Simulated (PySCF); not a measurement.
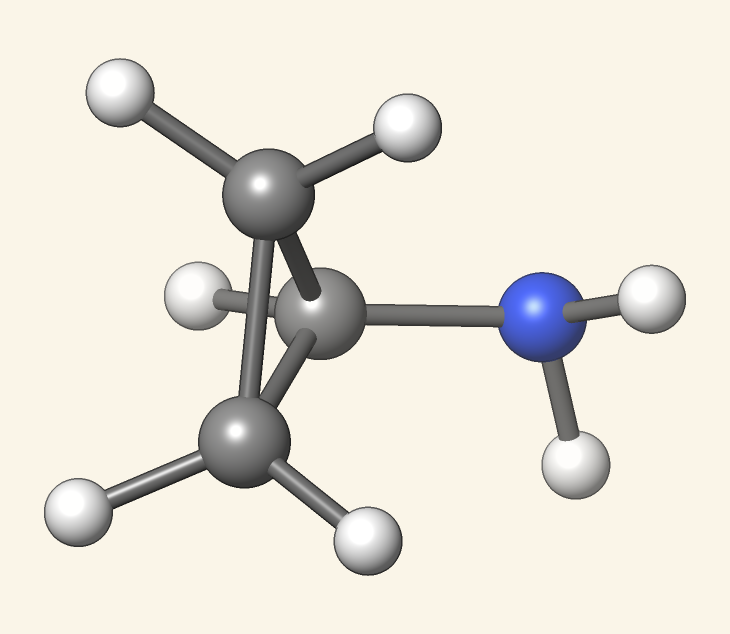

Rendered structure (ball-and-stick style). Colours: nitrogen blue, carbon grey, hydrogen white.

> Count the atoms of each element.

C₃H₇N, 11 atoms: 3 carbon, 7 hydrogen and 1 nitrogen.

> Name some functional groups or characteristic bonds that it holds.

Among them: primary amine.

> Give a SMILES string for it.

NC1CC1

> Count the bonded pairs by element.

5 C–H, 3 C–C, 2 N–H, 1 C–N.

> Describe its rings.

Independent rings (smallest set): 1 of 3 members.

More results for the same structure follow; atom numbers are the same in all pictures, views and colours differ. Computed geometry: PBE0-D3(BJ)/def2-SVP optimisation. No frequency run is at hand to confirm it as a minimum.

**Geometry**

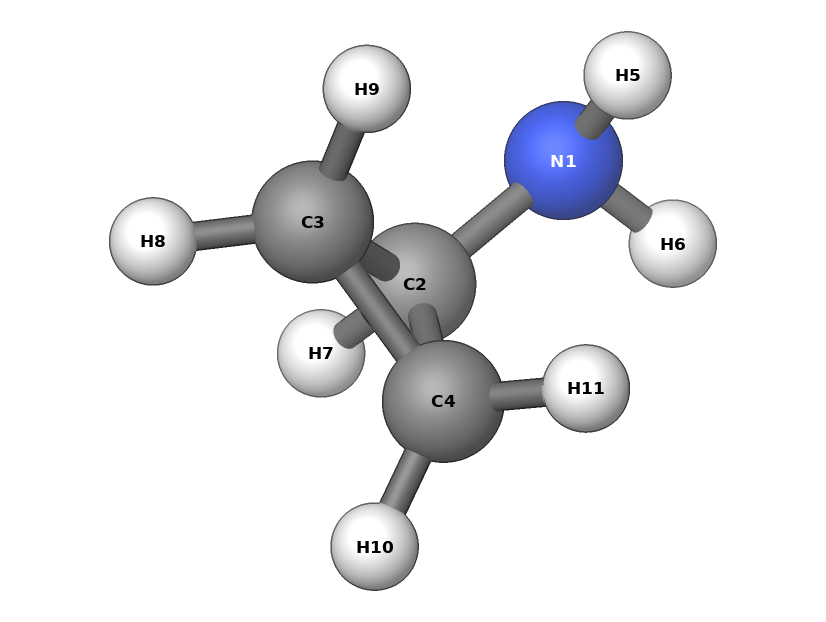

No frequency run is at hand to confirm it as a minimum.

> Describe the coordination of atom 1.

N1 has 3 neighbours (C2 at 1.43, H5 at 1.02, H6 at 1.02 Å); the arrangement is trigonal pyramidal.

> What is the dihedral angle N1–C2–C3–C4?

114° in size, that is anticlinal.

**Core levels**

No frequency run is at hand to confirm it as a minimum. Method: delta-SCF UKS SCAN, pcX-2 on the ionised atom, pcseg-1 elsewhere, spin-free X2C (PySCF 2.14.0).

Give the core-electron binding energies (to vacuum) of N1 1s, C2 1s, C3 1s.

| atom | level | binding energy (eV) |
| --- | --- | --- |
| N1 | 1s | 405.1 |
| C2 | 1s | 291.4 |
| C3 | 1s | 290.6 |

**NMR shielding**

The questions are on isotropic NMR shieldings of the C atoms. No frequency run is at hand to confirm it as a minimum. Properties computed with GIAO B3LYP/pcSseg-2 NMR shielding, non-relativistic, gas phase (PySCF 2.14.0).

List the isotropic NMR shieldings of the C atoms.

```json
{"atom": "C2", "σ (ppm)": "150.1"}
{"atom": "C3", "σ (ppm)": "169.8"}
{"atom": "C4", "σ (ppm)": "166.2"}
```

**Electronic properties**

No frequency run is at hand to confirm it as a minimum. Method: CAM-B3LYP/def2-SVPD, gas phase (PySCF 2.14.0). Excitations: vertical, linear response.

Predict the main results.

- dipole moment: 1.24 D
- HOMO energy (Kohn–Sham orbital): −8.02 eV
- LUMO energy (Kohn–Sham orbital): 1.52 eV
- HOMO–LUMO gap: 9.54 eV
- mean static polarisability: 44.4 bohr³
- lowest vertical singlet excitation: 6.23 eV
- its oscillator strength: 0.023
- brightest of the 10 lowest singlets: 8.87 eV
- its oscillator strength: 0.06

**Ring current**

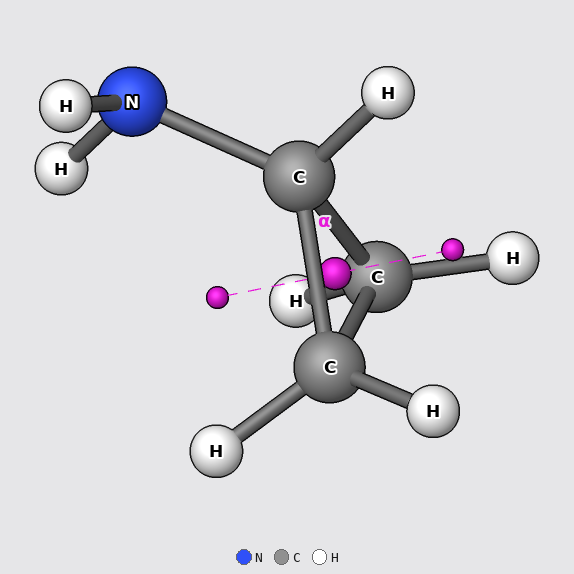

The small points mark where nucleus-independent chemical shifts (NICS) were computed: at the centre of each lettered ring and 1 Å above and below it. No frequency run is at hand to confirm it as a minimum. Method: GIAO PBE0/pcSseg-1 NMR shielding, non-relativistic, gas phase (PySCF 2.14.0).

Give NICS(0), NICS(1) and the out-of-plane component NICS(1)zz for each ring (means of the two sides).

```
ring  members  NICS(0)  NICS(1)  NICS(1)zz
   α       C3    −41.6     −8.5      −21.4
```

Values in ppm.
